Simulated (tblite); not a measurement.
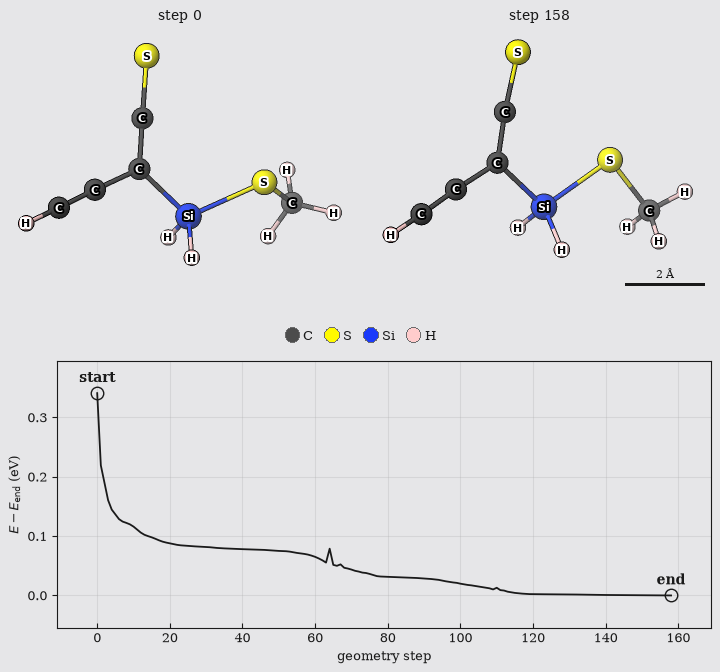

First and last geometry of a relaxation of C₅H₆S₂Si, with the history of the run. Style: ball-and-stick. Shown at a tilt.

Theory: GFN2-xTB geometry optimisation, gas phase (tblite 0.8.0). 

Q: Read the history and describe the run.

A: It converged. The largest moves after the best rigid fit, 1.53 Å, are those of H atoms. By element the largest moves are H 1.53 Å, S 0.91 Å, Si 0.41 Å, C 0.34 Å. Some distances before and after: C–Si 1.834 → 1.891 Å, C–S 1.606 → 1.553 Å, C–C 1.439 → 1.404 Å, C–H 1.114 → 1.085 Å. Among the angles between lasting bonds that change: Si–S–C 110.2° → 99.0°, C–C–C 119.2° → 125.2°, C–Si–S 113.1° → 107.4°. Groups turn about S–Si by about 50°, C–S by about 45°. The energy falls by 0.341 eV in 158 geometry steps.

| step | E − E(0), eV |
| --- | --- |
| 0 | 0.0000 |
| 1 | -0.1217 |
| 2 | -0.1510 |
| 3 | -0.1804 |
| 4 | -0.1963 |
| 5 | -0.2044 |
| 6 | -0.2123 |
| 7 | -0.2165 |
| 8 | -0.2187 |
| 9 | -0.2211 |
| 10 | -0.2249 |
| 18 | -0.2503 |
| 26 | -0.2579 |
| 33 | -0.2609 |
| 41 | -0.2632 |
| 49 | -0.2657 |
| 57 | -0.2710 |
| 65 | -0.2895 |
| 72 | -0.3007 |
| 80 | -0.3096 |
| 88 | -0.3116 |
| 96 | -0.3172 |
| 103 | -0.3240 |
| 111 | -0.3320 |
| 119 | -0.3387 |
| 127 | -0.3391 |
| 135 | -0.3398 |
| 142 | -0.3403 |
| 150 | -0.3406 |
| 158 | -0.3410 |
